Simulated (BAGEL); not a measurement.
# C2H6AlF (SMILES [CH3][Al]([CH3])[F]) at HF/def2-SVP (density fitting with qzvpp-jkfit)

What is the vertical ionisation energy of C2H6AlF at HF/def2-SVP (density fitting with qzvpp-jkfit)? 

Program for the calculation: BAGEL 1.2.2.

### Step 1. The structure to begin with

C2H6AlF: 10 atoms, total charge 0, spin state singlet. As SMILES, `[CH3][Al]([CH3])[F]`. Geometry: relaxed at PBE0-D4/def2-TZVP.

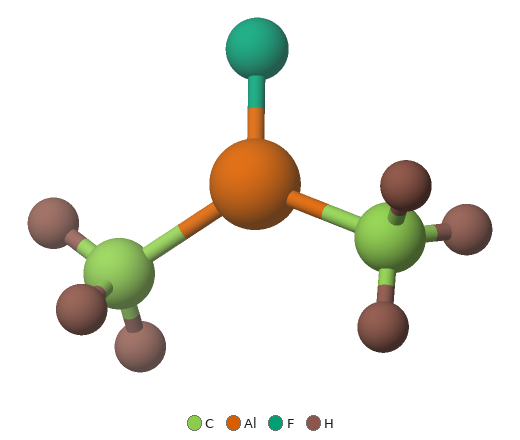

Viewed from a chosen angle; carbon green, aluminium orange, fluorine teal, hydrogen brown.

### Step 2. The energy at HF/def2-SVP (density fitting with qzvpp-jkfit)

Input file input.json:

```json
{ "bagel" : [

{
  "title" : "molecule",
  "basis" : "svp",
  "df_basis" : "qzvpp-jkfit",
  "angstrom" : "true",
  "geometry" : [
    { "atom" : "C", "xyz" : [      -0.566700,       1.412600,      -0.858500 ] },
    { "atom" : "Al", "xyz" : [      -0.288600,      -0.445300,      -0.364300 ] },
    { "atom" : "C", "xyz" : [       0.794700,      -1.093100,       1.112200 ] },
    { "atom" : "F", "xyz" : [      -1.047300,      -1.600600,      -1.281300 ] },
    { "atom" : "H", "xyz" : [      -1.184400,       1.517100,      -1.752900 ] },
    { "atom" : "H", "xyz" : [      -1.054000,       1.963400,      -0.046800 ] },
    { "atom" : "H", "xyz" : [       0.387100,       1.917300,      -1.043800 ] },
    { "atom" : "H", "xyz" : [       0.189400,      -1.676700,       1.813200 ] },
    { "atom" : "H", "xyz" : [       1.269800,      -0.283800,       1.672000 ] },
    { "atom" : "H", "xyz" : [       1.583200,      -1.762300,       0.753400 ] }
  ]
},

{ "title" : "hf" },

{ "title" : "print", "file" : "orbitals.molden", "orbitals" : "true" }

]}
```

Run with:

```bash
$ BAGEL_NUM_THREADS=1 BAGEL input.json > input.out
```

Output:

```text
* using 1 threads per process

  ===============================================================
  ===============================================================

  *** Geometry ***

  { "atom" : "C", "xyz" : [     -1.070908,      2.669427,     -1.622330 ] },
  { "atom" : "Al", "xyz" : [     -0.545375,     -0.841495,     -0.688427 ] },
  { "atom" : "C", "xyz" : [      1.501765,     -2.065660,      2.101753 ] },
  { "atom" : "F", "xyz" : [     -1.979110,     -3.024696,     -2.421306 ] },
  { "atom" : "H", "xyz" : [     -2.238192,      2.866904,     -3.312501 ] },
  { "atom" : "H", "xyz" : [     -1.991771,      3.710288,     -0.088439 ] },
  { "atom" : "H", "xyz" : [      0.731513,      3.623172,     -1.972496 ] },
  { "atom" : "H", "xyz" : [      0.357914,     -3.168504,      3.426451 ] },
  { "atom" : "H", "xyz" : [      2.399574,     -0.536304,      3.159622 ] },
  { "atom" : "H", "xyz" : [      2.991814,     -3.330264,      1.423720 ] },

  Number of auxiliary basis functions:      463

  Since a DF basis is specified, we compute 2- and 3-index integrals:
    o Being stored without compression. Storage requirement is 0.030 GB

  Number of basis functions:       90
  Number of electrons      :       40

    * METHOD: MOLECULE                             0.35

  *** RHF ***

  === Nuclear Repulsion ===
   153.3243747106

      * DIIS with orbital gradients will be used.

  === RHF iteration (svp) ===
      0       -420.22274315          0.01943873           0.09
      1       -420.39937909          0.01045041           0.09
      2       -420.46139871          0.00157487           0.09
      3       -420.46300027          0.00062072           0.09
      4       -420.46323847          0.00005570           0.09
      5       -420.46324270          0.00000935           0.09
      6       -420.46324283          0.00000194           0.09
      7       -420.46324284          0.00000043           0.09
      8       -420.46324284          0.00000010           0.09
      9       -420.46324284          0.00000002           0.09
     10       -420.46324284          0.00000001           0.09
    * SCF iteration converged.

    * Permanent dipole moment:
           (   -0.357435,    -0.541077,    -0.431545) a.u.

    * METHOD: HF                                   1.19

    * METHOD: PRINT                                0.03

  ===============================================================
```

Run time: 1.8 s. Hardware: 1 thread of Arm Neoverse N1, shared host; peak memory 0.12 GiB.

### Step 3. The doublet cation at the same level

Input file input.json:

```json
{ "bagel": [

{
  "title": "molecule",
  "basis": "svp",
  "df_basis": "qzvpp-jkfit",
  "angstrom": true,
  "geometry": [
    { "atom": "C", "xyz": [   -0.566700,    1.412600,   -0.858500 ] },
    { "atom": "Al", "xyz": [   -0.288600,   -0.445300,   -0.364300 ] },
    { "atom": "C", "xyz": [    0.794700,   -1.093100,    1.112200 ] },
    { "atom": "F", "xyz": [   -1.047300,   -1.600600,   -1.281300 ] },
    { "atom": "H", "xyz": [   -1.184400,    1.517100,   -1.752900 ] },
    { "atom": "H", "xyz": [   -1.054000,    1.963400,   -0.046800 ] },
    { "atom": "H", "xyz": [    0.387100,    1.917300,   -1.043800 ] },
    { "atom": "H", "xyz": [    0.189400,   -1.676700,    1.813200 ] },
    { "atom": "H", "xyz": [    1.269800,   -0.283800,    1.672000 ] },
    { "atom": "H", "xyz": [    1.583200,   -1.762300,    0.753400 ] }
  ]
},
{ "title": "uhf", "charge": 1, "nopen": 1 },
{ "title": "print", "file": "orbitals.molden", "orbitals": true }

]}
```

Run with:

```bash
$ BAGEL_NUM_THREADS=1 BAGEL input.json > input.out
```

Output:

```text
* using 1 threads per process

  ===============================================================
  ===============================================================

  *** Geometry ***

  { "atom" : "C", "xyz" : [     -1.070908,      2.669427,     -1.622330 ] },
  { "atom" : "Al", "xyz" : [     -0.545375,     -0.841495,     -0.688427 ] },
  { "atom" : "C", "xyz" : [      1.501765,     -2.065660,      2.101753 ] },
  { "atom" : "F", "xyz" : [     -1.979110,     -3.024696,     -2.421306 ] },
  { "atom" : "H", "xyz" : [     -2.238192,      2.866904,     -3.312501 ] },
  { "atom" : "H", "xyz" : [     -1.991771,      3.710288,     -0.088439 ] },
  { "atom" : "H", "xyz" : [      0.731513,      3.623172,     -1.972496 ] },
  { "atom" : "H", "xyz" : [      0.357914,     -3.168504,      3.426451 ] },
  { "atom" : "H", "xyz" : [      2.399574,     -0.536304,      3.159622 ] },
  { "atom" : "H", "xyz" : [      2.991814,     -3.330264,      1.423720 ] },

  Number of auxiliary basis functions:      463

  Since a DF basis is specified, we compute 2- and 3-index integrals:
    o Being stored without compression. Storage requirement is 0.030 GB

  Number of basis functions:       90
  Number of electrons      :       40

    * METHOD: MOLECULE                             0.35

  *** Open-shell HF ***

  === Nuclear Repulsion ===
   153.3243747106

      * DIIS with orbital gradients will be used.

  === UHF iteration (svp) ===
      0       -419.90082121          0.03241260           0.17
      1       -420.03944572          0.02074544           0.17
      2       -420.07951760          0.01306922           0.17
      3       -420.10617675          0.00095521           0.17
      4       -420.10695190          0.00035355           0.17
      5       -420.10713370          0.00013491           0.17
      6       -420.10720624          0.00003957           0.17
      7       -420.10721489          0.00001410           0.17
      8       -420.10721621          0.00000591           0.17
      9       -420.10721651          0.00000386           0.17
     10       -420.10721657          0.00000333           0.17
     11       -420.10721661          0.00000292           0.17
     12       -420.10721663          0.00000219           0.17
     13       -420.10721666          0.00000106           0.17
     14       -420.10721668          0.00000043           0.17
     15       -420.10721668          0.00000020           0.17
     16       -420.10721669          0.00000012           0.17
     17       -420.10721669          0.00000006           0.17
     18       -420.10721669          0.00000004           0.17
     19       -420.10721669          0.00000002           0.17
     20       -420.10721669          0.00000001           0.17
     21       -420.10721669          0.00000001           0.17
    * SCF iteration converged.

    * S^2 (UHF) is 0.8234

    * Permanent dipole moment:
           (   -0.934357,    -1.384466,    -1.135063) a.u.

    * METHOD: UHF                                  4.07

    * METHOD: PRINT                                0.03

  ===============================================================
```

Wall time 4.8 s (1 thread of Arm Neoverse N1, shared host); peak memory 0.12 GiB.

### Step 4. Results

At HF/def2-SVP (density fitting with qzvpp-jkfit):

| quantity | value |
| --- | --- |
| singlet C2H6AlF: total energy | -420.46324 Eh |
| singlet C2H6AlF: dipole moment | 1.98 D |
| singlet C2H6AlF: HOMO energy | -11.08 eV |
| singlet C2H6AlF: LUMO energy | 2.63 eV |
| singlet C2H6AlF: HOMO–LUMO gap | 13.70 eV |
| doublet cation: total energy | -420.10722 Eh |
| doublet cation: ⟨S²⟩ | 0.823 |
| vertical ionisation energy (to the doublet cation) | 9.688 eV |

The vertical ionisation energy comes to 9.69 eV (223 kcal/mol). The negative HOMO energy of the first species, 11.08 eV, lies 1.39 eV above that difference.
